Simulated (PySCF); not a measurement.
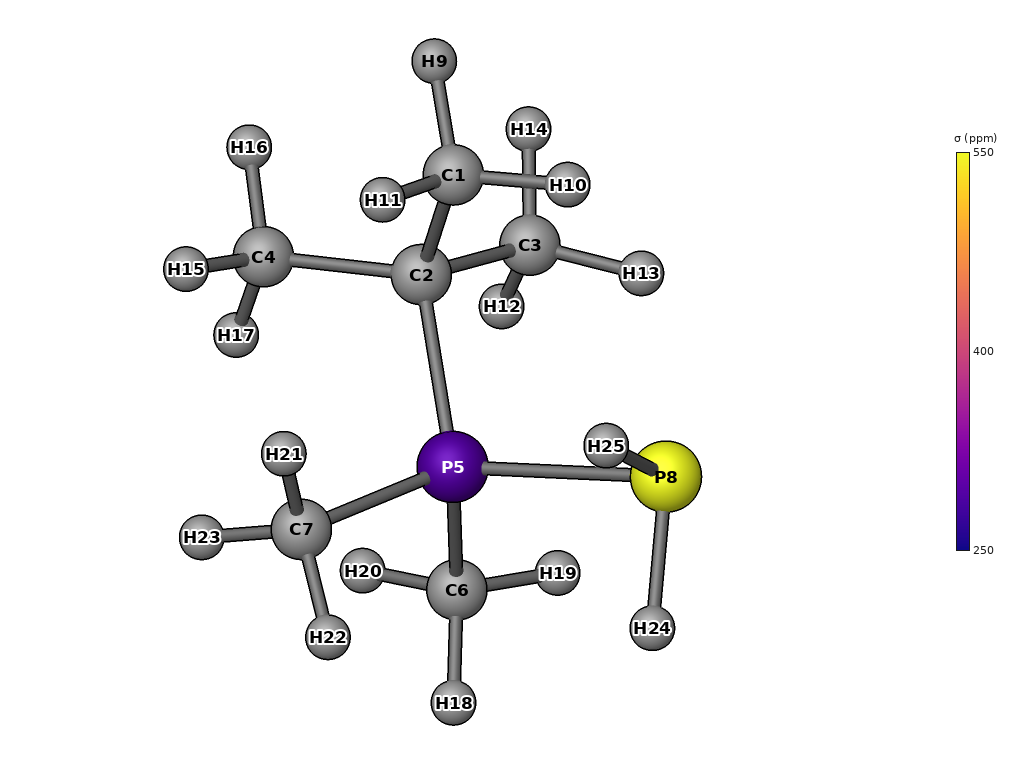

Atoms are coloured by their isotropic NMR shieldings (P only, the others grey). State: charge +1, singlet. The computed structure is the end point of a GFN2-xTB optimisation. No frequency run is at hand to confirm it as a minimum. Level of theory: GIAO PBE0/pcSseg-1 NMR shielding, non-relativistic, gas phase (PySCF 2.14.0).

List the isotropic NMR shieldings of the P atoms.

```tsv
atom	σ (ppm)
P5	293.8
P8	549.4
```

The geometry is semi-empirical. Around P such bond lengths and angles can be off by a tenth of an ångström or more and by several degrees, and values that hang on the shape move with them.
